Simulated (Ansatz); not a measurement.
# BNH6 (B(NH3)H3) at 6 levels

We compute a comparison of 6 runs (B2PLYP/STO-3G, SVWN5/STO-3G, UB3LYP/STO-3G, RPA@PBE/STO-3G, BCCD(T)/STO-3G, CCSD/STO-3G) of BNH6 (B(NH3)H3). 

The results are computed with Ansatz 0.2.0.

57 further runs of the same task are left out: 57 set aside as unsound or not needed.

## Step 1: The system as given

BNH6: 8 atoms, total charge 0, spin state singlet. As SMILES, `[H]B([H])([H])<-N`. The H7–B1 distance was set to 1.786 Å, away from the relaxed value. At this shape a bond of the SMILES string is far longer than usual.

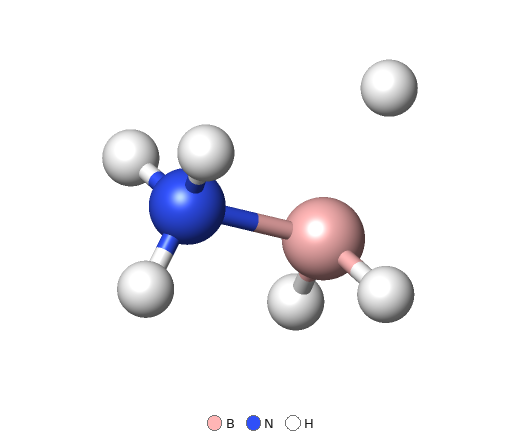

The structure, seen from a chosen angle (boron pink, nitrogen blue, hydrogen white).

## Step 2: The energy at B2PLYP/STO-3G (run 1)

Contents of job.yaml:

```yaml
crystal:
  periodic: [false, false, false]
  atoms:
    - {symbol: B, position_ang: [0.269197, -0.503110, -0.673610]}
    - {symbol: N, position_ang: [0.273527, -0.509120, 0.985040]}
    - {symbol: H, position_ang: [-0.684663, -0.471640, 1.310590]}
    - {symbol: H, position_ang: [0.787227, 0.301080, 1.309800]}
    - {symbol: H, position_ang: [0.720987, -1.360230, 1.303220]}
    - {symbol: H, position_ang: [1.414747, -0.538170, -0.995760]}
    - {symbol: H, position_ang: [-0.545010, 1.015160, -1.144860]}
    - {symbol: H, position_ang: [-0.336223, -1.476530, -0.994850]}
basis:
  gaussian:
    orbitals: STO-3G
hamiltonian:
  xc: {name: B2PLYP}
correlation:
  frozen_orbitals: {B: 1, H: 0, "N": 1}
accuracy: high
```

Run with:

```bash
$ ansatz run job.yaml --threads 1 --pin off --max-ram 2610MiB --events-out events.jsonl --progress --plain --runs-dir runs
```

Log:

```text
Warning: RAYON_NUM_THREADS=1 ignored (pool sized by the plan → 1); use --threads N
Functional definition: B2PLYP
  name "B2PLYP"
  parameter a = 0.53
  parameter c = 0.27
  exchange = (1 - a)*b88_x + a*exact_x
  correlation = (1 - c)*lyp_c + c*(mp2_os + mp2_ss)
276 factors; integrals over basis functions are off by at most 1.0e-8 eV
mean field evaluation 1: about -2226.8895 eV, gradient 1.3e1 eV
mean field evaluation 2: about -2226.8828 eV, gradient 1.3e1 eV
mean field evaluation 4: about -2227.7272 eV, gradient 1.3e0 eV
mean field evaluation 8: about -2227.7326 eV, gradient 5.9e-3 eV
mean field evaluation 16: about -2227.7326 eV, gradient 1.3e-8 eV
mean field -2227.73257082 eV, -81.8676619664 hartree, gradient 1.3e-8 eV, S^2 0.000000; 0 other end points of the search recorded, 0 dependent functions left out
2 core orbitals not correlated: weight in the atoms' cores, before any rotation towards them, 1.000 or more for the frozen orbitals, at most 0.000 for the correlated occupied ones
reference -2227.73258963 eV, -81.8676626575 hartree; 7, 7 occupied and 7, 7 virtual orbitals, 276 factors
second order -3.96439511 eV of doubles, -0.00000000 eV of singles
Total energy: -2228.80297631 eV, -81.9069986424 hartree
```

It took 1.9 s on 1 thread of Arm Neoverse V1, shared host; peak memory 0.099 GiB.

## Step 3: A single-point energy at SVWN5/STO-3G (run 2)

Contents of run.yaml:

```yaml
crystal:
  periodic: [false, false, false]
  atoms:
    - {symbol: B, position_ang: [0.269197, -0.503110, -0.673610]}
    - {symbol: N, position_ang: [0.273527, -0.509120, 0.985040]}
    - {symbol: H, position_ang: [-0.684663, -0.471640, 1.310590]}
    - {symbol: H, position_ang: [0.787227, 0.301080, 1.309800]}
    - {symbol: H, position_ang: [0.720987, -1.360230, 1.303220]}
    - {symbol: H, position_ang: [1.414747, -0.538170, -0.995760]}
    - {symbol: H, position_ang: [-0.545010, 1.015160, -1.144860]}
    - {symbol: H, position_ang: [-0.336223, -1.476530, -0.994850]}
basis:
  gaussian: {orbitals: STO-3G}
hamiltonian: {xc: {name: SVWN5}}
accuracy: high
```

Run with:

```bash
$ ansatz run run.yaml --threads 1 --pin off --max-ram 2610MiB --events-out events.jsonl --progress --plain --runs-dir runs
```

Log:

```text
Warning: RAYON_NUM_THREADS=1 ignored (pool sized by the plan → 1); use --threads N
Functional definition: SVWN5
  name "SVWN5"
  exchange = slater_x
  correlation = vwn5_c
276 factors; integrals over basis functions are off by at most 1.0e-8 eV
mean field evaluation 1: about -2210.8758 eV, gradient 9.3e0 eV
mean field evaluation 2: about -2211.1119 eV, gradient 7.6e0 eV
mean field evaluation 4: about -2211.3236 eV, gradient 8.7e-1 eV
mean field evaluation 8: about -2211.2231 eV, gradient 2.3e-3 eV
mean field evaluation 16: about -2211.2231 eV, gradient 5.7e-8 eV
mean field -2211.22309349 eV, -81.2609498649 hartree, gradient 5.7e-8 eV, S^2 0.000000; 0 other end points of the search recorded, 0 dependent functions left out
reference -2211.22309551 eV, -81.2609499391 hartree; 9, 9 occupied and 7, 7 virtual orbitals, 276 factors
Total energy: -2211.22309551 eV, -81.2609499391 hartree
```

It took 0.76 s on 1 thread of Arm Neoverse V1, shared host.

Runs 3 to 4 aren't shown in full; the table further down has their settings and results.

## Step 4: The energy at BCCD(T)/STO-3G (run 5)

Contents of run.yaml:

```yaml
crystal:
  periodic: [false, false, false]
  atoms:
    - symbol: B
      position_ang: [0.269197, -0.503110, -0.673610]
    - symbol: "N"
      position_ang: [0.273527, -0.509120, 0.985040]
    - symbol: H
      position_ang: [-0.684663, -0.471640, 1.310590]
    - symbol: H
      position_ang: [0.787227, 0.301080, 1.309800]
    - symbol: H
      position_ang: [0.720987, -1.360230, 1.303220]
    - symbol: H
      position_ang: [1.414747, -0.538170, -0.995760]
    - symbol: H
      position_ang: [-0.545010, 1.015160, -1.144860]
    - symbol: H
      position_ang: [-0.336223, -1.476530, -0.994850]
basis:
  gaussian: {orbitals: STO-3G}
total_charge: 0
correlation: {method: bccd_t, frozen_orbitals: {B: 1, H: 0, "N": 1}}
accuracy: high
scf: {omitted_lower_state_checks: [cluster_reference, increment]}
```

Run with:

```bash
$ ansatz run run.yaml --threads 1 --pin off --max-ram 2610MiB --events-out events.jsonl --progress --plain --runs-dir runs
```

Log (excerpt; [...] marks lines left out):

```text
Warning: RAYON_NUM_THREADS=1 ignored (pool sized by the plan → 1); use --threads N
Functional definition: HF
  name "HF"
[...]
276 factors; integrals over basis functions are off by at most 1.0e-8 eV
[...]
mean field -2217.13630361 eV, -81.4782563285 hartree, gradient 2.3e-8 eV, S^2 0.000000; 0 other end points of the search recorded, 0 dependent functions left out; unrestricted orbitals would lower it
2 core orbitals not correlated: weight in the atoms' cores, before any rotation towards them, 1.000 or more for the frozen orbitals, at most 0.000 for the correlated occupied ones
reference -2217.13630361 eV, -81.4782563285 hartree; 7, 7 occupied and 7, 7 virtual orbitals, 276 factors
second order -3.11024106 eV of doubles, -0.00000000 eV of singles
cycle   1  -3.87305580 eV  change   -7.6e-1 eV  update   7.6e-2
[...]
cycle  20  -4.31515706 eV  change    1.4e-9 eV  update  4.5e-10
perturbative correction -0.03563631 eV, -0.0013096101 hartree
Total energy: -2221.48709698 eV, -81.6381450358 hartree
Checks for a lower state left out: cluster_reference, increment
```

It took 0.16 s on 1 thread of Arm Neoverse V1, shared host.

## Step 5: A single-point energy at CCSD/STO-3G (run 6)

Contents of input.yaml:

```yaml
crystal:
  periodic: [false, false, false]
  atoms:
    - {symbol: B, position_ang: [0.269197, -0.503110, -0.673610]}
    - {symbol: N, position_ang: [0.273527, -0.509120, 0.985040]}
    - {symbol: H, position_ang: [-0.684663, -0.471640, 1.310590]}
    - {symbol: H, position_ang: [0.787227, 0.301080, 1.309800]}
    - {symbol: H, position_ang: [0.720987, -1.360230, 1.303220]}
    - {symbol: H, position_ang: [1.414747, -0.538170, -0.995760]}
    - {symbol: H, position_ang: [-0.545010, 1.015160, -1.144860]}
    - {symbol: H, position_ang: [-0.336223, -1.476530, -0.994850]}
basis:
  gaussian:
    orbitals: STO-3G
correlation:
  method: ccsd
  frozen_orbitals: {B: 1, H: 0, "N": 1}
accuracy: high
scf:
  omitted_lower_state_checks: [cluster_reference, increment]
magnetization:
  spin_polarized: false
  initial_magnetization: 0
```

Run with:

```bash
$ ansatz run input.yaml --threads 1 --pin off --max-ram 2610MiB --events-out events.jsonl --progress --plain --runs-dir runs
```

Log (excerpt; [...] marks lines left out):

```text
Warning: RAYON_NUM_THREADS=1 ignored (pool sized by the plan → 1); use --threads N
Functional definition: HF
  name "HF"
[...]
276 factors; integrals over basis functions are off by at most 1.0e-8 eV
[...]
mean field -2217.13630361 eV, -81.4782563285 hartree, gradient 2.3e-8 eV, S^2 0.000000; 0 other end points of the search recorded, 0 dependent functions left out; unrestricted orbitals would lower it
2 core orbitals not correlated: weight in the atoms' cores, before any rotation towards them, 1.000 or more for the frozen orbitals, at most 0.000 for the correlated occupied ones
reference -2217.13630361 eV, -81.4782563285 hartree; 7, 7 occupied and 7, 7 virtual orbitals, 276 factors
second order -3.11024106 eV of doubles, -0.00000000 eV of singles
cycle   1  -3.86848938 eV  change   -7.6e-1 eV  update   7.6e-2
[...]
cycle  19  -4.32146914 eV  change   6.6e-10 eV  update  9.1e-10
Total energy: -2221.45777275 eV, -81.6370673903 hartree
Checks for a lower state left out: cluster_reference, increment
```

It took 0.12 s on 1 thread of Arm Neoverse V1, shared host.

## Step 6: Overview of the runs

```
run           level  frozen core orbitals  energy (Eh)  wall time
  1   B2PLYP/STO-3G                     2   -81.906999      1.9 s
  2    SVWN5/STO-3G                     –   -81.260950     0.76 s
  3   UB3LYP/STO-3G                     –   -82.076559      1.9 s
  4  RPA@PBE/STO-3G                     2   -81.712932      1.8 s
  5  BCCD(T)/STO-3G                     2   -81.638145     0.16 s
  6     CCSD/STO-3G                     2   -81.637067     0.12 s
```

## Step 7: What came out

| quantity | value |
| --- | --- |
| run 6: total energy | -81.63707 Eh |
| run 6: correlation energy (2 core orbitals frozen) | -158.8 mEh |
| run 6: T1 diagnostic | 0.010 |

In words: Totals of different functionals can't be ranked against each other. In runs 5, 6 the log says that unrestricted orbitals would lower the reference, so the values rest on an unstable closed-shell determinant (other closed-shell runs at this shape may share the fault). In runs 1, 2, 3, 4, 5, 6 the basis is minimal, so the values are rough. All runs together took 6.7 s, the longest 1.9 s.
